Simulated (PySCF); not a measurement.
C₄H₁₀Si₂, SMILES C[SiH2]C#C[SiH2]C at its GFN2-xTB optimised geometry (Å):

```
16

Si    -2.4569     0.0036     0.0000
C     -3.0462    -0.8948    -1.5651
C     -0.6051     0.0036     0.0000
C      0.6064    -0.0012    -0.0078
Si     2.4581    -0.0029    -0.0099
C      3.0517     0.9002     1.5508
H     -2.9255     1.3965     0.0000
H     -2.9250    -0.6992     1.2027
H     -2.6903    -0.3969    -2.4629
H     -4.1313    -0.9278    -1.6138
H     -2.6829    -1.9184    -1.5923
H      2.9247    -1.3965    -0.0054
H      2.9255     0.6948    -1.2159
H      2.6919     1.9252     1.5740
H      4.1369     0.9299     1.5983
H      2.6951     0.4074     2.4512
```

Level of theory: B3LYP/def2-TZVP (PySCF 2.14.0). Cells within 0.4 Å of a nucleus heavier than hydrogen are left out (blank, or x).

Map of the HOMO−1 amplitude (bohr^(-3/2)) on the plane z = 0.0 Å; orbital energy -7.68 eV, overall sign arbitrary:

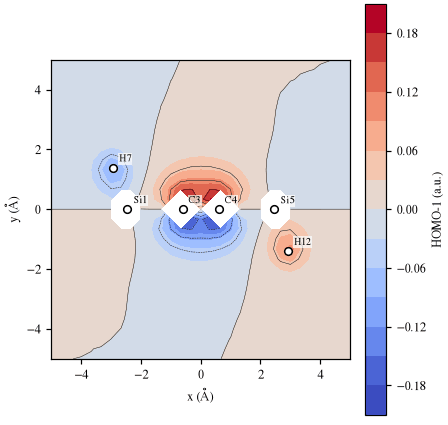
Figure. HOMO−1 amplitude (bohr^(-3/2)) on the plane z = 0.0 Å.
